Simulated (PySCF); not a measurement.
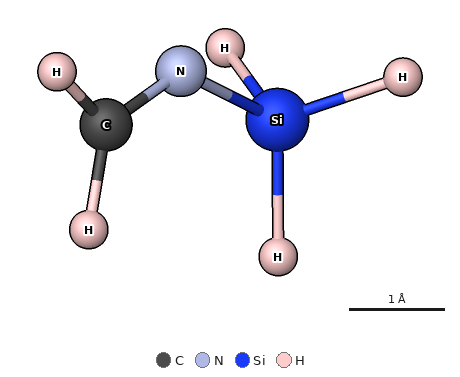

**Figure 1.** The input geometry (ball-and-stick view, seen at a tilt).

**Geometry relaxation of CH5NSi**

The run: geometry relaxation of CH5NSi, SMILES C=N[SiH3]. Method and program: PBE0-D3(BJ)/def2-SVP geometry optimisation, gas phase (PySCF 2.14.0).

What the program printed:
```
step   0  E = -384.92684526  max force = 0.038115
step   1  E = -384.93237173  max force = 0.012065
step   2  E = -384.93242998  max force = 0.006696
step   3  E = -384.93286967  max force = 0.004344
step   4  E = -384.93292886  max force = 0.001469
step   5  E = -384.93297416  max force = 0.001462
step   6  E = -384.93298008  max force = 0.000553
step   7  E = -384.93298164  max force = 0.000052
optimisation converged
```

Trajectory as extended XYZ (Å, eV, eV/Å), 8 frames, from step=0 to step=7:
```
8
Properties=species:S:1:pos:R:3:forces:R:3 step=0 energy=-10474.39298
C     1.5585   -0.1426    0.0207   -1.9600   0.9632  -0.9582
N     0.4005   -0.3357    0.4873    0.7737  -0.1530   0.0059
Si   -1.2214    0.0697    0.0095    1.0774   0.0980   0.3649
H     1.7729    0.4437   -0.9073   -0.0512  -0.1393   0.0854
H     2.4126   -0.5085    0.5220    1.5230  -0.7207   0.9082
H    -1.6989    0.8373    1.1603   -0.4923   0.2620   0.3107
H    -1.8232   -1.2389   -0.1228   -0.7068  -0.6497  -0.1350
H    -1.3457    0.8558   -1.2222   -0.1638   0.3395  -0.5817
8
Properties=species:S:1:pos:R:3:forces:R:3 step=1 energy=-10474.54336
C     1.5590   -0.0506   -0.0087    0.6204  -0.3007   0.3310
N     0.4739   -0.3743    0.5333   -0.4205  -0.0396   0.1457
Si   -1.1714   -0.0055    0.0580    0.0149   0.0353  -0.1187
H     1.6731    0.5445   -0.9359   -0.0524   0.0955  -0.1131
H     2.5158   -0.3921    0.4648   -0.2539   0.2193  -0.2961
H    -1.8095    0.7653    1.1628    0.0336   0.0045   0.0218
H    -1.8998   -1.2962   -0.1122    0.0372   0.0037  -0.0017
H    -1.2791    0.7888   -1.2165    0.0208  -0.0179   0.0312
8
Properties=species:S:1:pos:R:3:forces:R:3 step=2 energy=-10474.54494
C     1.5568   -0.0699    0.0127   -0.2897   0.2293  -0.2761
N     0.4692   -0.3922    0.5597    0.1008  -0.2253   0.3443
Si   -1.1601   -0.0047    0.0542   -0.0043  -0.0017  -0.0136
H     1.5798    0.5376   -0.9187    0.3132  -0.0060  -0.0281
H     2.5404   -0.3665    0.4333   -0.1568  -0.0013  -0.0204
H    -1.7991    0.7749    1.1526    0.0032   0.0013   0.0013
H    -1.8940   -1.2892   -0.1280    0.0015   0.0017  -0.0069
H    -1.2310    0.7898   -1.2203    0.0322   0.0021  -0.0006
8
Properties=species:S:1:pos:R:3:forces:R:3 step=3 energy=-10474.55691
C     1.5440   -0.0631    0.0049   -0.1600   0.0790  -0.0857
N     0.4643   -0.3941    0.5673    0.2234  -0.0314   0.0363
Si   -1.1626   -0.0075    0.0586   -0.0651   0.0316  -0.0314
H     1.6159    0.5402   -0.9294   -0.0423  -0.0288   0.0346
H     2.5174   -0.3639    0.4298    0.0633  -0.0522   0.0633
H    -1.8005    0.7731    1.1571   -0.0142  -0.0030  -0.0053
H    -1.8939   -1.2924   -0.1275   -0.0155  -0.0011  -0.0046
H    -1.2225    0.7876   -1.2152    0.0104   0.0061  -0.0071
8
Properties=species:S:1:pos:R:3:forces:R:3 step=4 energy=-10474.55852
C     1.5412   -0.0606    0.0053    0.0042   0.0103  -0.0707
N     0.4686   -0.3959    0.5751    0.0270  -0.0360   0.0756
Si   -1.1597   -0.0080    0.0609   -0.0383   0.0224  -0.0273
H     1.6022    0.5375   -0.9315   -0.0150   0.0060   0.0087
H     2.5183   -0.3634    0.4258    0.0188  -0.0013   0.0160
H    -1.8054    0.7728    1.1547   -0.0051  -0.0044  -0.0018
H    -1.8942   -1.2907   -0.1313   -0.0033   0.0018  -0.0007
H    -1.2090    0.7882   -1.2133    0.0117   0.0012   0.0002
8
Properties=species:S:1:pos:R:3:forces:R:3 step=5 energy=-10474.55975
C     1.5339   -0.0634    0.0039    0.0726   0.0227   0.0029
N     0.4727   -0.4051    0.5913   -0.0752  -0.0258   0.0438
Si   -1.1544   -0.0094    0.0648   -0.0039   0.0004  -0.0146
H     1.5741    0.5359   -0.9323    0.0062   0.0026  -0.0172
H     2.5198   -0.3540    0.4158   -0.0106   0.0022  -0.0241
H    -1.8107    0.7740    1.1503    0.0021  -0.0040   0.0021
H    -1.8962   -1.2864   -0.1387    0.0022   0.0024   0.0024
H    -1.1772    0.7883   -1.2093    0.0066  -0.0004   0.0047
8
Properties=species:S:1:pos:R:3:forces:R:3 step=6 energy=-10474.55991
C     1.5307   -0.0614    0.0064    0.0038  -0.0284  -0.0165
N     0.4728   -0.4065    0.6004   -0.0112   0.0065   0.0030
Si   -1.1525   -0.0096    0.0661    0.0042   0.0025   0.0018
H     1.5629    0.5338   -0.9332    0.0053   0.0096   0.0040
H     2.5200   -0.3536    0.4075   -0.0025   0.0115   0.0042
H    -1.8142    0.7739    1.1482   -0.0016  -0.0022   0.0014
H    -1.8950   -1.2853   -0.1423    0.0012   0.0001   0.0008
H    -1.1625    0.7887   -1.2074    0.0009   0.0004   0.0013
8
Properties=species:S:1:pos:R:3:forces:R:3 step=7 energy=-10474.55996
C     1.5312   -0.0630    0.0053    0.0005  -0.0020   0.0009
N     0.4723   -0.4067    0.5985   -0.0017   0.0027  -0.0005
Si   -1.1530   -0.0093    0.0658    0.0017  -0.0002  -0.0011
H     1.5656    0.5340   -0.9332    0.0004   0.0006   0.0003
H     2.5198   -0.3527    0.4096   -0.0009  -0.0006  -0.0010
H    -1.8137    0.7734    1.1490   -0.0003  -0.0017   0.0008
H    -1.8954   -1.2851   -0.1420   -0.0003   0.0000  -0.0003
H    -1.1647    0.7894   -1.2074    0.0005   0.0011   0.0010
```

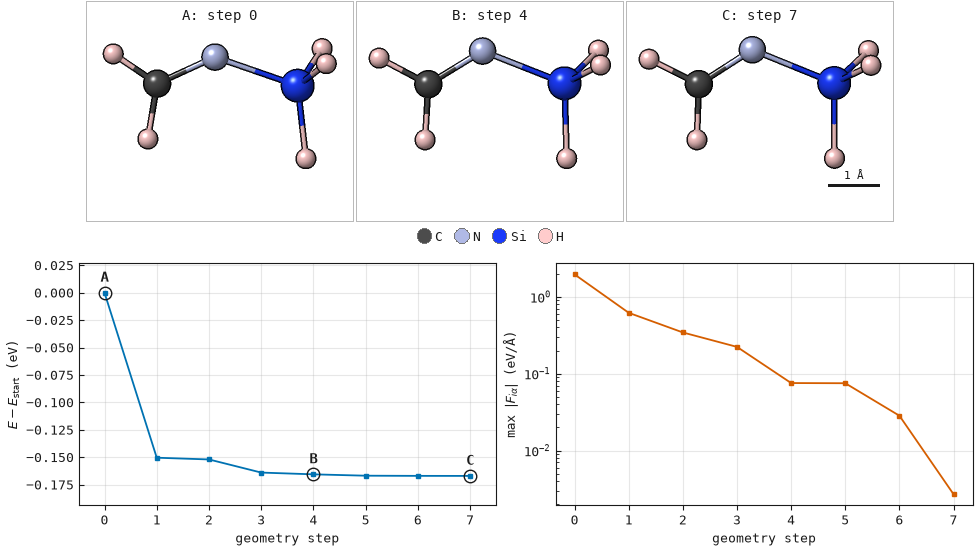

**Figure 2.** Frames of the relaxation (ball-and-stick view, seen on its broad side) above the curves, on which the letters mark them (steps are counted from 0).

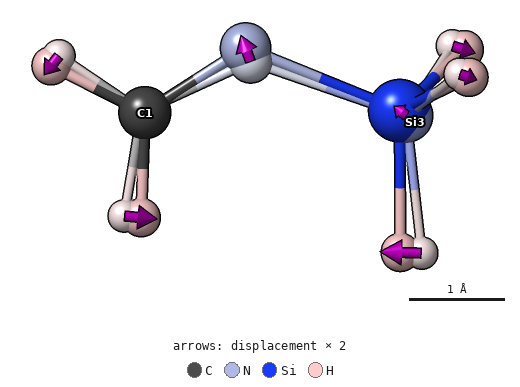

**Figure 3.** Start (faint) and end (solid) with the displacements as pink arrows, magnified 2 times (ball-and-stick view, seen on its broad side). The two geometries are laid on each other by the best rigid fit. The energy falls by 0.167 eV in 7 geometry steps. Largest force component: 2 eV/Å at the start, 0.0027 eV/Å at the end. The atom that moves furthest after the best rigid fit is H8 (0.23 Å). Largest moves by element: H 0.23 Å, N 0.15 Å, Si 0.09 Å, C 0.04 Å. Among the contacts that change: C1–H5 1.056 → 1.107 Å, Si3–H7 1.446 → 1.491 Å, Si3–H8 1.466 → 1.503 Å, Si3–H6 1.463 → 1.491 Å. Among the angles that change: C1–N2–Si3 135.9° → 124.9°, N2–Si3–H6 102.2° → 108.0°, H6–Si3–H7 114.3° → 109.3°. (Atoms are counted from 1 in the order of the input.)

This output came from the following input.

Input file:
```
{"job": {"xc": "PBE0", "basis": "def2-SVP", "d3": "d3bj", "grid": 1, "shake": 0.01, "kind": "geom"}, "charge": 0, "multiplicity": 1}
C      1.558470    -0.142590     0.020700
N      0.400460    -0.335650     0.487310
Si    -1.221390     0.069660     0.009530
H      1.772850     0.443690    -0.907290
H      2.412590    -0.508540     0.521950
H     -1.698910     0.837340     1.160310
H     -1.823230    -1.238850    -0.122820
H     -1.345710     0.855810    -1.222160
```

The first line tells a small driver script what to run in PySCF; the rest is the geometry in Å.

Launch command:
```bash
OMP_NUM_THREADS=1 python <driver script> task.json out
```

Summary:

- outcome: converged
- total energy: −384.932982 hartree
- dipole moment: 1.42 D
- point group: Cs
- hardware: 1 CPU thread, shared host
- wall time: 8.9 s
- peak memory: 0.31 GiB
